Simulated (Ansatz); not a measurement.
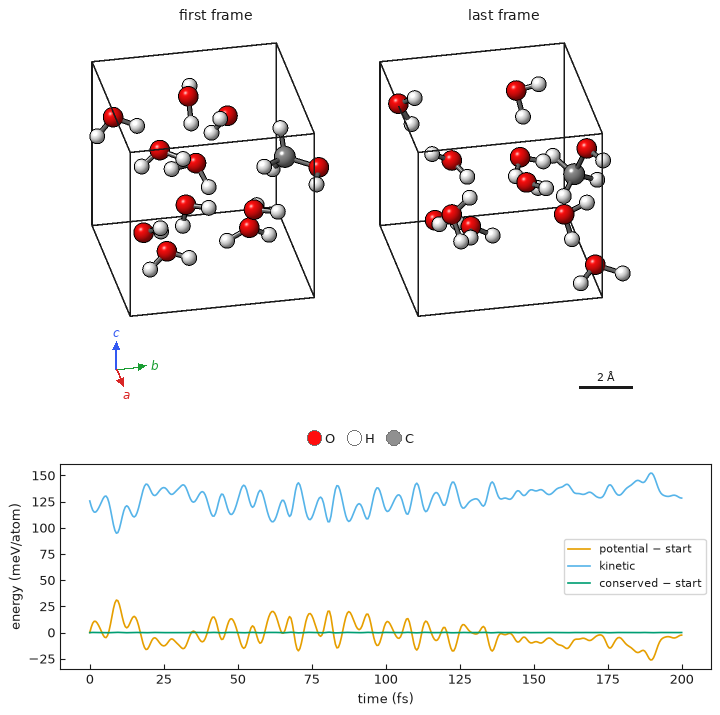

Molecular dynamics of a periodic cell with 10 H2O + 1 CH3OH at 0.96 g/cm³, 200 fs long. It starts from the last geometry of an earlier run, with fresh velocities. A ball-and-stick model of the simulation cell, seen from a free direction.

The calculation used DFT PBE, scalar-relativistic, plane waves, PAW in Ansatz. Set-up: plane-wave cutoff 420 eV; k-point mesh 1 × 1 × 1; Fermi-Dirac smearing 0.02 eV; low-accuracy preset; Nosé-Hoover thermostat (NVT); set temperature 1000 K; time step 0.5 fs; H given the mass 2.014 u; thermostat time 200.0 fs.

Input
```yaml
accuracy: low
crystal:
  lattice:
    - [7.159599, 0.0, 0.0]
    - [0.0, 7.159599, 0.0]
    - [0.0, 0.0, 7.159599]
  atoms:
    - { symbol: O, position: [0.54553361, 0.7362281, 0.2022656] }
    - { symbol: H, position: [0.53415851, 0.84522631, 0.14010849] }
    - { symbol: H, position: [0.53262396, 0.61763787, 0.12898442] }
    - { symbol: O, position: [0.68015432, 0.26100846, 0.18733339] }
    - { symbol: H, position: [0.73998084, 0.36933039, 0.16758083] }
    - { symbol: H, position: [0.73841013, 0.15761924, 0.11971951] }
    - { symbol: O, position: [0.11088488, 0.4817624, 0.13066189] }
    - { symbol: H, position: [0.19402463, 0.58815783, 0.14584958] }
    - { symbol: H, position: [0.10048399, 0.46732793, -0.00194641] }
    - { symbol: O, position: [-0.11526774, 0.09183893, 0.43330807] }
    - { symbol: H, position: [-0.19962092, 0.20415288, 0.38113353] }
    - { symbol: H, position: [-0.02880645, 0.1654567, 0.5004439] }
    - { symbol: O, position: [0.0692146, 0.5031697, 0.7674062] }
    - { symbol: H, position: [0.14631053, 0.50339823, 0.64473052] }
    - { symbol: H, position: [-0.06705091, 0.53845388, 0.75218195] }
    - { symbol: O, position: [0.33038135, 0.49097692, 0.50559042] }
    - { symbol: H, position: [0.36536378, 0.3512577, 0.50473296] }
    - { symbol: H, position: [0.42586795, 0.54015265, 0.40639727] }
    - { symbol: O, position: [0.85184995, 0.1869505, 0.90859065] }
    - { symbol: H, position: [0.94677138, 0.2935297, 0.8946684] }
    - { symbol: H, position: [0.86587795, 0.08522749, 0.82749372] }
    - { symbol: O, position: [0.43928469, 0.63934943, 0.83801218] }
    - { symbol: H, position: [0.4098056, 0.55896223, 0.72730791] }
    - { symbol: H, position: [0.54771733, 0.57734186, 0.88644976] }
    - { symbol: O, position: [0.51402197, 1.00311262, 0.94372443] }
    - { symbol: H, position: [0.55622743, 1.12475115, 0.8997706] }
    - { symbol: H, position: [0.5195885, 0.91579056, 0.8398137] }
    - { symbol: O, position: [0.80312108, 0.70786811, 0.4585349] }
    - { symbol: H, position: [0.88298686, 0.82088741, 0.47699208] }
    - { symbol: H, position: [0.68177457, 0.74794834, 0.41432564] }
    - { symbol: C, position: [0.34527747, -0.03019869, 0.4971782] }
    - { symbol: O, position: [0.43509547, 0.13586041, 0.46377677] }
    - { symbol: H, position: [0.44581941, -0.16240942, 0.50814989] }
    - { symbol: H, position: [0.55598884, 0.09844348, 0.43076434] }
    - { symbol: H, position: [0.27153192, -0.03882761, 0.63327501] }
    - { symbol: H, position: [0.24270651, -0.07490631, 0.37009246] }
basis:
  ecutwfc: 420.0
kpoints:
  mp_grid: { grid: [1, 1, 1] }
hamiltonian:
  xc: pbe
scf:
  occupations: { method: fermi_dirac, width: 0.02 }
  lower_state_search: "off"
md:
  timestep: 0.5
  n_steps: 400
  ensemble: nvt_nose_hoover
  temperature: 1000.0
  initial_velocities: maxwell_boltzmann
  seed: 749567
  nose_hoover: { tau: 200.0, chain_length: 1 }
  masses: [{ species: H, mass: 2.014 }]
```

Run as
```bash
ansatz run input.yaml --threads 1 --pin off --max-ram 3072MiB --backend cpu --events-out ev --progress --plain --runs-dir out
```

Check the integration.

The conserved quantity stays between −0.26 and 0.33 meV per atom of its start. A straight-line fit has a slope that amounts to −0.007 meV per atom over 200 fs (under 0.1 % of the mean kinetic energy), and the ripple about it is 1.0 % of the kinetic energy's fluctuation. With a drift under 2 % and a ripple under 7 %, the integration is accurate. Over the second half the temperature averages 1053 K (spread ±62 K). The potential energy in the second half lies on average 6.0 meV per atom below the first frame.

Limits of the set-up: the program's low-accuracy preset was used; masses were changed (H 2.014 u), which shifts the vibrations; the periodic images lie only 7.2 Å apart, so the values are limited by the cell's size.

Cost: 12 min on 1 thread of Arm Neoverse V1 (shared host), peak memory 0.4 GiB.
